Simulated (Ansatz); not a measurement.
## Geometry relaxation of Sn3F4 (charge +1)

System: Sn3F4, charge +1, multiplicity 2.
Method: UKS r2SCAN-D4/def2-SVP (Ansatz 0.2.0).

The geometry: GFN1-xTB start. Figures and captions count atoms from 1; the log counts them from 0 in places.

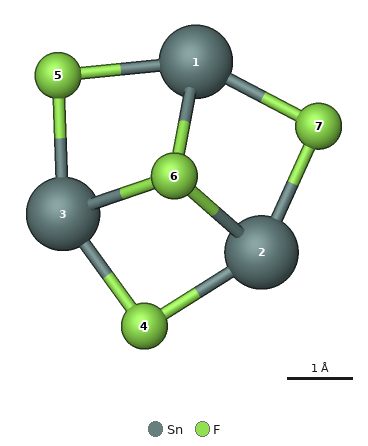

Fig. 1: The input geometry (ball-and-stick view, seen at a tilt; atoms are numbered from 1 in the order of the input). Sticks mark near contacts.

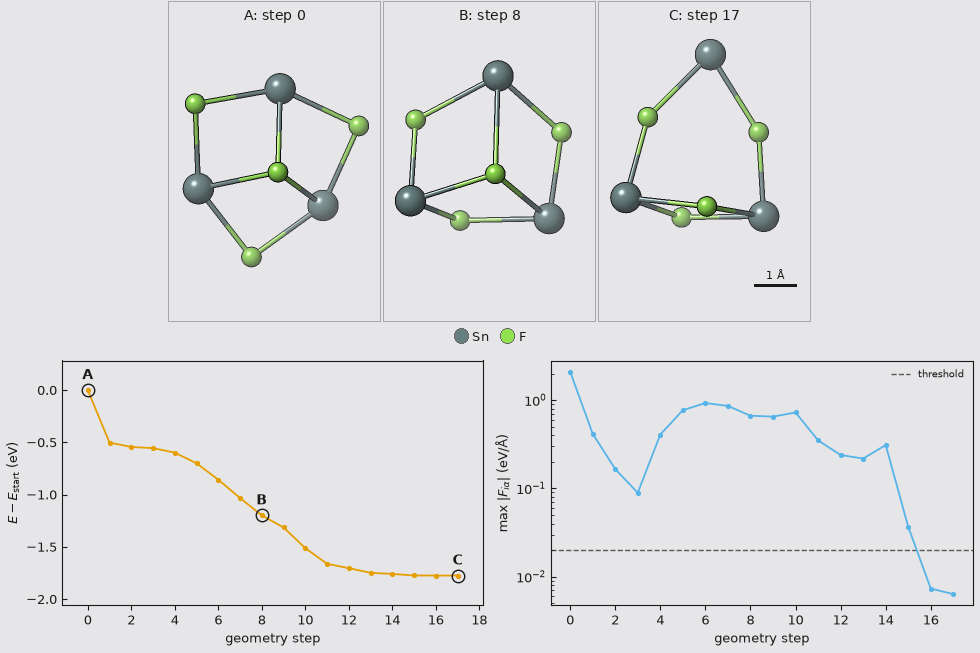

Fig. 2: Frames of the relaxation (ball-and-stick view, seen at a tilt) above the curves, on which the letters mark them (the first geometry is step 0 here and step 1 in the log).

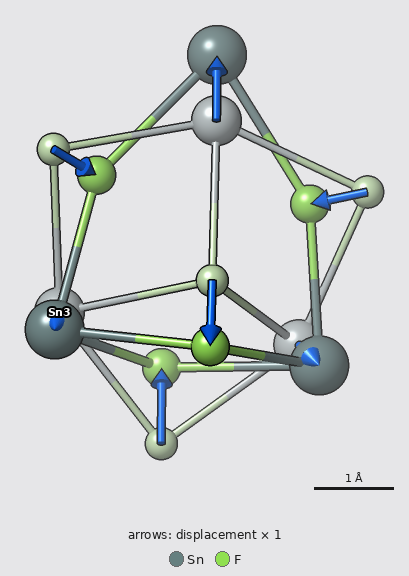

Fig. 3: Start (faint) and end (solid) with the displacements as blue arrows, at true length (ball-and-stick view, seen at a tilt). The two geometries are laid on each other by the best rigid fit. The atom that moves furthest after the best rigid fit is F4 (1.10 Å). Largest moves by element: F 1.10 Å, Sn 0.94 Å. Among the contacts that change: Sn1–F6 2.234 → 4.085 Å, Sn2–F7 2.162 → 2.059 Å, Sn2–F6 2.235 → 2.147 Å, Sn1–F5 2.164 → 2.229 Å. Bonds break: Sn1–F6 (2.23 → 4.09 Å). Among the angles that change: F5–Sn1–F7 145.6° → 77.9°, F4–Sn2–F7 145.5° → 85.6°, F4–Sn3–F5 145.3° → 85.6°. Over 17 geometry steps the energy falls by 1.774 eV. Largest force component: 2.1 eV/Å at the start, 0.0063 eV/Å at the end. (Atoms are counted from 1 in the order of the input.)

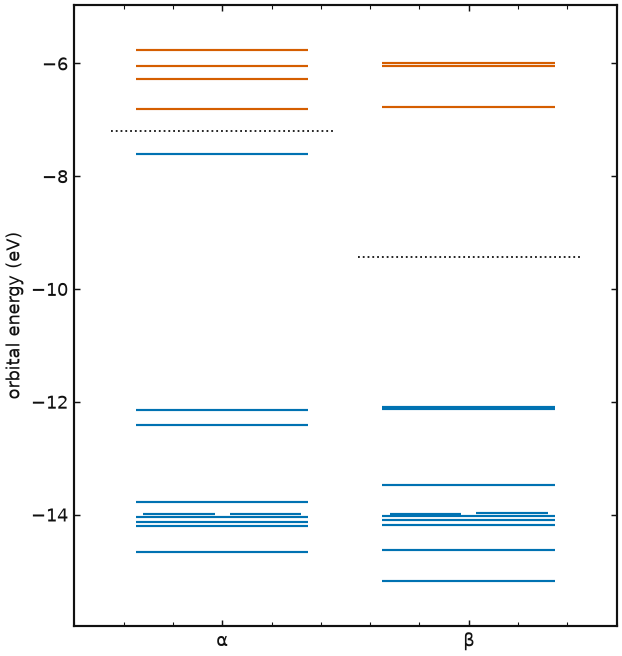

Fig. 4: Orbital energies near the frontier for α and β spins; the dotted line parts filled from empty levels, and levels within 0.02 eV of each other stand side by side. α: highest filled −7.61 eV, lowest empty −6.80 eV, 0.81 eV apart; β: highest filled −12.09 eV, lowest empty −6.78 eV, 5.31 eV apart.

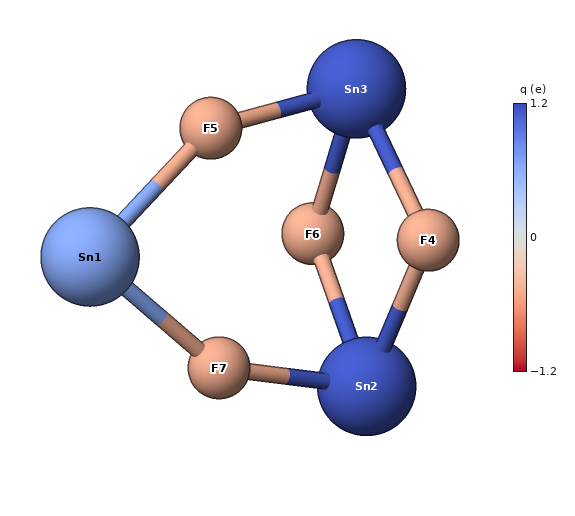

Fig. 5: Mulliken charges, as the colour of each atom (ball-and-stick view, seen at a tilt; atoms are numbered from 1 in the order of the input). By element: Sn +0.61 to +1.10 and F −0.46 to −0.45 e.

These pictures come from the run below.

**The input**
```yaml
crystal:
  periodic: [false, false, false]
  atoms:
    - {symbol: Sn, position_ang: [-0.590930, 1.686570, 0.396330]}
    - {symbol: Sn, position_ang: [-1.059510, -1.418110, 0.475580]}
    - {symbol: Sn, position_ang: [1.810430, -0.274450, -0.133720]}
    - {symbol: F, position_ang: [0.866530, -2.219550, -0.090740]}
    - {symbol: F, position_ang: [1.480190, 1.861640, -0.206890]}
    - {symbol: F, position_ang: [-0.218720, 0.006000, -1.028220]}
    - {symbol: F, position_ang: [-2.288000, 0.357890, 0.587660]}
basis:
  gaussian: {orbitals: def2-SVP}
total_charge: 1
magnetization: {spin_polarized: true, initial_magnetization: 1}
hamiltonian: {xc: r2scan, dispersion: d4}
scf: {lower_state_search: "off"}
output: {orbitals: {seedname: orbitals}}
relax: {f_tol: 0.02, max_steps: 100}
```

Command:
```bash
ansatz run in.yaml --threads 4 --pin off --events-out ev --progress --plain --max-ram 8704MiB
```

**Log**
```
Functional definition: r2SCAN
  name "r2SCAN"
  cite "Furness, Kaplan, Ning, Perdew & Sun, J. Phys. Chem. Lett. 11, 8208 (2020) doi:10.1021/acs.jpclett.0c02405"
  cite "Furness, Kaplan, Ning, Perdew & Sun, J. Phys. Chem. Lett. 11, 9248 (2020) doi:10.1021/acs.jpclett.0c03077"
  parent r2scan
  parameter k0 = 0.174
  parameter k1 = 0.065
  parameter a1 = 4.9479
  exchange = r2scan_x(k0 = k0, k1 = k1, a1 = a1)
  correlation = r2scan_c
these checks for a lower state are left out or cut short: stability, starts, cluster_reference, orbital_swaps, neighbouring_geometries, increment
1465 factors; their error is unknown
mean field evaluation 1: about -28333.9817 eV, gradient 7.6e1 eV
mean field evaluation 2: about -28075.1542 eV, gradient 2.4e2 eV
mean field evaluation 4: about -28350.4761 eV, gradient 3.1e1 eV
mean field evaluation 8: about -28353.7956 eV, gradient 2.0e-1 eV
mean field evaluation 16: about -28353.7624 eV, gradient 8.5e-4 eV
mean field -28353.76243640 eV, -1041.9815506671 hartree, gradient 6.3e-6 eV, S^2 0.756511; 0 other end points of the search recorded, 0 dependent functions left out
the calculation of the forces begins
reference -28353.76245517 eV, -1041.9815513570 hartree; 51, 50 occupied and 83, 84 virtual orbitals, 1465 factors
relax step   1: F+E_penalty+E_count = -28353.81866257 eV  Δ(F+E_penalty+E_count) = +0.000e0 eV  max|allowed force component| = 2.102e0 eV/Å  Δτ_max = 0.0000 Å  (21 SCF iters, accepted)
these checks for a lower state are left out or cut short: stability, starts, cluster_reference, orbital_swaps, neighbouring_geometries, increment
1465 factors; their error is unknown
mean field evaluation 32: about -28354.2588 eV, gradient 2.1e-4 eV
mean field -28354.25879505 eV, -1041.9997915111 hartree, gradient 3.8e-6 eV, S^2 0.753365; 0 other end points of the search recorded, 0 dependent functions left out
[... from here on the field's lines of each further geometry are left out, up to the last ...]
relax step   2: F+E_penalty+E_count = -28354.32075615 eV  Δ(F+E_penalty+E_count) = -5.021e-1 eV  max|allowed force component| = 4.161e-1 eV/Å  Δτ_max = 0.1949 Å  (26 SCF iters, accepted)
relax step   3: F+E_penalty+E_count = -28354.36211463 eV  Δ(F+E_penalty+E_count) = -4.136e-2 eV  max|allowed force component| = 1.655e-1 eV/Å  Δτ_max = 0.0338 Å  (22 SCF iters, accepted)
relax step   4: F+E_penalty+E_count = -28354.37343844 eV  Δ(F+E_penalty+E_count) = -1.132e-2 eV  max|allowed force component| = 8.920e-2 eV/Å  Δτ_max = 0.0775 Å  (27 SCF iters, accepted)
relax step   5: F+E_penalty+E_count = -28354.41668005 eV  Δ(F+E_penalty+E_count) = -4.324e-2 eV  max|allowed force component| = 4.076e-1 eV/Å  Δτ_max = 0.1988 Å  (28 SCF iters, accepted)
relax step   6: F+E_penalty+E_count = -28354.51858347 eV  Δ(F+E_penalty+E_count) = -1.019e-1 eV  max|allowed force component| = 7.686e-1 eV/Å  Δτ_max = 0.1920 Å  (29 SCF iters, accepted)
relax step   7: F+E_penalty+E_count = -28354.67570035 eV  Δ(F+E_penalty+E_count) = -1.571e-1 eV  max|allowed force component| = 9.266e-1 eV/Å  Δτ_max = 0.1952 Å  (29 SCF iters, accepted)
relax step   8: F+E_penalty+E_count = -28354.85062144 eV  Δ(F+E_penalty+E_count) = -1.749e-1 eV  max|allowed force component| = 8.581e-1 eV/Å  Δτ_max = 0.1982 Å  (28 SCF iters, accepted)
relax step   9: F+E_penalty+E_count = -28355.01726927 eV  Δ(F+E_penalty+E_count) = -1.666e-1 eV  max|allowed force component| = 6.652e-1 eV/Å  Δτ_max = 0.1951 Å  (27 SCF iters, accepted)
relax step  10: F+E_penalty+E_count = -28355.13233471 eV  Δ(F+E_penalty+E_count) = -1.151e-1 eV  max|allowed force component| = 6.500e-1 eV/Å  Δτ_max = 0.1950 Å  (25 SCF iters, accepted)
relax step  11: F+E_penalty+E_count = -28355.33062082 eV  Δ(F+E_penalty+E_count) = -1.983e-1 eV  max|allowed force component| = 7.241e-1 eV/Å  Δτ_max = 0.2000 Å  (32 SCF iters, accepted)
relax step  12: F+E_penalty+E_count = -28355.47993992 eV  Δ(F+E_penalty+E_count) = -1.493e-1 eV  max|allowed force component| = 3.498e-1 eV/Å  Δτ_max = 0.1955 Å  (27 SCF iters, accepted)
relax step  13: F+E_penalty+E_count = -28355.52200883 eV  Δ(F+E_penalty+E_count) = -4.207e-2 eV  max|allowed force component| = 2.387e-1 eV/Å  Δτ_max = 0.1945 Å  (26 SCF iters, accepted)
relax step  14: F+E_penalty+E_count = -28355.56672359 eV  Δ(F+E_penalty+E_count) = -4.471e-2 eV  max|allowed force component| = 2.177e-1 eV/Å  Δτ_max = 0.1994 Å  (24 SCF iters, accepted)
relax step  15: F+E_penalty+E_count = -28355.57732798 eV  Δ(F+E_penalty+E_count) = -1.060e-2 eV  max|allowed force component| = 3.098e-1 eV/Å  Δτ_max = 0.1990 Å  (23 SCF iters, accepted)
relax step  16: F+E_penalty+E_count = -28355.59186183 eV  Δ(F+E_penalty+E_count) = -1.453e-2 eV  max|allowed force component| = 3.666e-2 eV/Å  Δτ_max = 0.0827 Å  (21 SCF iters, accepted)
the calculation of the forces begins
reference -28355.52482599 eV, -1042.0463172902 hartree; 51, 50 occupied and 83, 84 virtual orbitals, 1465 factors
relax step  17: F+E_penalty+E_count = -28355.59264394 eV  Δ(F+E_penalty+E_count) = -7.821e-4 eV  max|allowed force component| = 7.322e-3 eV/Å  Δτ_max = 0.0237 Å  (20 SCF iters, accepted)
these checks for a lower state are left out or cut short: stability, starts, cluster_reference, orbital_swaps, neighbouring_geometries, increment
1465 factors; their error is unknown
mean field evaluation 160: about -28355.5249 eV, gradient 2.5e-5 eV
mean field -28355.52492999 eV, -1042.0463211120 hartree, gradient 2.3e-6 eV, S^2 0.755279; 0 other end points of the search recorded, 0 dependent functions left out
the calculation of the forces begins
reference -28355.52494877 eV, -1042.0463218020 hartree; 51, 50 occupied and 83, 84 virtual orbitals, 1465 factors
relax step  18: F+E_penalty+E_count = -28355.59274652 eV  Δ(F+E_penalty+E_count) = -1.026e-4 eV  max|allowed force component| = 6.350e-3 eV/Å  Δτ_max = 0.0204 Å  (21 SCF iters, accepted)
Total energy: -28355.59276530 eV, -1042.0488140137 hartree
Atom 0 at    -0.744690     2.395250     0.947927 Å, force     0.002565    -0.005497    -0.002679 eV/Å
Atom 1 at    -1.281759    -1.599322    -0.028236 Å, force     0.000576     0.006350     0.001544 eV/Å
Atom 2 at     1.883309    -0.335330    -0.735466 Å, force     0.001667     0.003162     0.001078 eV/Å
Atom 3 at     0.722792    -1.408609     0.717670 Å, force    -0.004027     0.003515    -0.003685 eV/Å
Atom 4 at     1.010845     1.356748     0.048624 Å, force    -0.003969    -0.002514     0.001517 eV/Å
Atom 5 at    -0.051804    -0.747702    -1.568233 Å, force    -0.001067    -0.001637     0.003304 eV/Å
Atom 6 at    -1.538704     0.338954     0.617714 Å, force     0.004256    -0.003379    -0.001081 eV/Å
Dipole moment:     0.124289    -0.401819    -0.157702 e Å
Checks for a lower state left out: stability, starts, cluster_reference, orbital_swaps, neighbouring_geometries, increment
```

**Trajectory as extended XYZ (Å, eV, eV/Å), 14 of the 18 frames kept, from step=1 to step=18**
```
7
Properties=species:S:1:pos:R:3:forces:R:3 step=1 energy=-28353.81866
Sn   -0.5909    1.6866    0.3963   -0.6286   1.9376   0.6543
Sn   -1.0595   -1.4181    0.4756   -1.1820  -1.6249   0.7401
Sn    1.8104   -0.2745   -0.1337    2.1017  -0.3005   0.0352
F     0.8665   -2.2195   -0.0907   -0.0655   0.0662  -0.2287
F     1.4802    1.8616   -0.2069   -0.1025  -0.0673  -0.2203
F    -0.2187    0.0060   -1.0282   -0.1527  -0.0060  -0.7266
F    -2.2880    0.3579    0.5877    0.0296  -0.0052  -0.2542
7
Properties=species:S:1:pos:R:3:forces:R:3 step=2 energy=-28354.32076
Sn   -0.6589    1.8680    0.4151    0.0753  -0.3062  -0.2054
Sn   -1.1783   -1.5703    0.5024    0.1579   0.2676  -0.2252
Sn    1.9978   -0.3031   -0.1725   -0.3670   0.0567  -0.1169
F     0.8456   -2.1804   -0.1187   -0.1331   0.3888   0.0820
F     1.4479    1.8288   -0.2326   -0.2390  -0.3305   0.1010
F    -0.2006    0.0049   -0.9409    0.0899  -0.0088   0.4028
F    -2.2536    0.3521    0.5472    0.4161  -0.0676  -0.0384
7
Properties=species:S:1:pos:R:3:forces:R:3 step=4 energy=-28354.37344
Sn   -0.6710    1.8799    0.3861   -0.0233  -0.0001   0.0338
Sn   -1.2064   -1.5817    0.4353   -0.0708   0.0449  -0.0021
Sn    1.9977   -0.3038   -0.2647    0.0142   0.0516  -0.0461
F     0.8448   -2.1290   -0.0324   -0.0036   0.0629   0.0176
F     1.4302    1.7907   -0.1765   -0.0066  -0.0892  -0.0084
F    -0.1920   -0.0012   -0.9209    0.0298  -0.0241   0.0424
F    -2.2033    0.3452    0.5731    0.0602  -0.0460  -0.0372
7
Properties=species:S:1:pos:R:3:forces:R:3 step=5 energy=-28354.41668
Sn   -0.6799    1.8830    0.3956   -0.1541   0.3053   0.1802
Sn   -1.2727   -1.6012    0.3326   -0.0345  -0.0442   0.0140
Sn    2.0247   -0.3008   -0.4524   -0.2137  -0.0209  -0.0440
F     0.8604   -2.0550    0.1516    0.1169   0.4076   0.0346
F     1.4293    1.7528   -0.0916    0.3288  -0.3742  -0.0657
F    -0.1812   -0.0176   -0.9354    0.0755  -0.0477  -0.0482
F    -2.1806    0.3388    0.5996   -0.1189  -0.2260  -0.0710
7
Properties=species:S:1:pos:R:3:forces:R:3 step=6 energy=-28354.51858
Sn   -0.6899    1.8951    0.4167   -0.2152   0.4478   0.1539
Sn   -1.3122   -1.6193    0.2563    0.0802  -0.0528   0.0161
Sn    2.0347   -0.3096   -0.6214   -0.6388  -0.0178   0.1787
F     0.8763   -1.9507    0.3119    0.2251   0.7686  -0.1338
F     1.4350    1.6849   -0.0147    0.5368  -0.7294  -0.0772
F    -0.1795   -0.0237   -0.9489    0.1684  -0.0915  -0.0856
F    -2.1644    0.3232    0.6001   -0.1567  -0.3250  -0.0521
7
Properties=species:S:1:pos:R:3:forces:R:3 step=8 energy=-28354.85062
Sn   -0.7182    1.9639    0.3772    0.1396   0.2056  -0.0959
Sn   -1.3071   -1.6591    0.1616    0.3627   0.1190  -0.0215
Sn    1.9640   -0.3438   -0.8797   -0.7399   0.2296   0.8581
F     0.9104   -1.6373    0.5450   -0.0438   0.5443  -0.4756
F     1.4664    1.4299    0.2097    0.1048  -0.6933  -0.2194
F    -0.2236   -0.0168   -1.0228    0.1037  -0.1650  -0.2272
F    -2.0920    0.2630    0.6091    0.0729  -0.2401   0.1815
7
Properties=species:S:1:pos:R:3:forces:R:3 step=9 energy=-28355.01727
Sn   -0.7272    2.0244    0.2733    0.1880  -0.1107  -0.0024
Sn   -1.2854   -1.6885    0.0628    0.3439   0.4991   0.1142
Sn    1.9037   -0.3556   -0.8971   -0.3090   0.2951   0.6652
F     0.8761   -1.4761    0.6248   -0.3892   0.0648  -0.4083
F     1.4536    1.3027    0.3249   -0.3075  -0.2807  -0.3106
F    -0.2605   -0.0165   -1.1313    0.0450  -0.2312  -0.0891
F    -1.9604    0.2097    0.7427    0.4289  -0.2364   0.0309
7
Properties=species:S:1:pos:R:3:forces:R:3 step=10 energy=-28355.13233
Sn   -0.7376    2.0638    0.2007    0.0633  -0.1940   0.1434
Sn   -1.2793   -1.6887   -0.0004    0.2117   0.6500   0.2064
Sn    1.8837   -0.3502   -0.8517   -0.0661   0.1819   0.2506
F     0.8168   -1.4394    0.6340   -0.3573  -0.1871  -0.2162
F     1.3874    1.2645    0.3651   -0.3202   0.0477  -0.1665
F    -0.2669   -0.0340   -1.2043    0.0394  -0.3146  -0.0273
F    -1.8041    0.1841    0.8566    0.4292  -0.1839  -0.1905
7
Properties=species:S:1:pos:R:3:forces:R:3 step=11 energy=-28355.33062
Sn   -0.7671    2.1766    0.2532   -0.2808   0.1836   0.1132
Sn   -1.2828   -1.6480   -0.0088   -0.0109   0.7241  -0.0827
Sn    1.8972   -0.3206   -0.7641   -0.1981   0.0585  -0.2650
F     0.7674   -1.5100    0.5852   -0.0135  -0.1880   0.1100
F     1.2495    1.2788    0.3545    0.0395   0.0549   0.1257
F    -0.2391   -0.1885   -1.3282    0.2399  -0.5602   0.1524
F    -1.6251    0.2117    0.9082    0.2237  -0.2730  -0.1536
7
Properties=species:S:1:pos:R:3:forces:R:3 step=13 energy=-28355.52201
Sn   -0.8554    2.4166    0.4513   -0.0228  -0.1246   0.1272
Sn   -1.2910   -1.5499   -0.0246   -0.2125  -0.2367  -0.0448
Sn    1.8761   -0.2937   -0.7101   -0.1712  -0.1111  -0.0672
F     0.7578   -1.6233    0.5587    0.1508   0.1496   0.0469
F     1.0727    1.2947    0.3290    0.0104  -0.0106  -0.0834
F    -0.1402   -0.5209   -1.5067    0.2387   0.1083   0.0874
F    -1.4199    0.2766    0.9024    0.0067   0.2251  -0.0660
7
Properties=species:S:1:pos:R:3:forces:R:3 step=14 energy=-28355.56672
Sn   -0.8169    2.4003    0.6463   -0.0241   0.2177   0.0738
Sn   -1.2970   -1.5892   -0.0246    0.1393   0.0389  -0.0204
Sn    1.8801   -0.3249   -0.7313    0.0298   0.0298  -0.0129
F     0.7558   -1.5314    0.6295   -0.1022  -0.0051   0.0467
F     1.0721    1.3236    0.2093    0.0527  -0.0842  -0.0571
F    -0.1057   -0.5761   -1.5093   -0.0560  -0.0502  -0.0008
F    -1.4883    0.2977    0.7802   -0.0395  -0.1469  -0.0293
7
Properties=species:S:1:pos:R:3:forces:R:3 step=15 energy=-28355.57733
Sn   -0.7924    2.4393    0.8398    0.1622  -0.3098  -0.0849
Sn   -1.2907   -1.6075   -0.0234    0.2134   0.0645  -0.0442
Sn    1.8888   -0.3428   -0.7377   -0.0298   0.0188   0.0248
F     0.7440   -1.4655    0.6843   -0.0992  -0.0290   0.0078
F     1.0490    1.3337    0.0999   -0.1805   0.1450   0.0865
F    -0.0737   -0.6646   -1.5330   -0.0772  -0.0950  -0.0410
F    -1.5249    0.3073    0.6700    0.0111   0.2054   0.0510
7
Properties=species:S:1:pos:R:3:forces:R:3 step=17 energy=-28355.59264
Sn   -0.7504    2.3990    0.9287    0.0007   0.0020   0.0048
Sn   -1.2821   -1.5991   -0.0284    0.0056  -0.0024  -0.0030
Sn    1.8839   -0.3353   -0.7356   -0.0037  -0.0054  -0.0012
F     0.7247   -1.4162    0.7127   -0.0008   0.0000  -0.0014
F     1.0138    1.3521    0.0591   -0.0001   0.0073   0.0002
F    -0.0557   -0.7357   -1.5649    0.0026  -0.0064  -0.0003
F    -1.5342    0.3352    0.6283   -0.0043   0.0049   0.0009
7
Properties=species:S:1:pos:R:3:forces:R:3 step=18 energy=-28355.59275
Sn   -0.7447    2.3952    0.9479    0.0026  -0.0055  -0.0027
Sn   -1.2818   -1.5993   -0.0282    0.0006   0.0063   0.0015
Sn    1.8833   -0.3353   -0.7355    0.0017   0.0032   0.0011
F     0.7228   -1.4086    0.7177   -0.0040   0.0035  -0.0037
F     1.0108    1.3567    0.0486   -0.0040  -0.0025   0.0015
F    -0.0518   -0.7477   -1.5682   -0.0011  -0.0016   0.0033
F    -1.5387    0.3390    0.6177    0.0043  -0.0034  -0.0011
```

**Results in brief**

| quantity | value |
| --- | --- |
| outcome | converged |
| total energy | −28355.5928 eV |
| mean-field energy | −28355.5249 eV |
| dispersion energy | −0.0678 eV |
| ⟨S²⟩ | 0.755 |
| HOMO (either spin) | −7.61 eV |
| LUMO (either spin) | −6.80 eV |
| largest force (length of the vector) at the end | 0.007 eV/Å |
| hardware | 4 threads of Arm Neoverse V1, 23 GiB of memory available, shared host |
| wall time | 93 s (CPU time 6 min) |
| peak memory | 0.24 GiB |
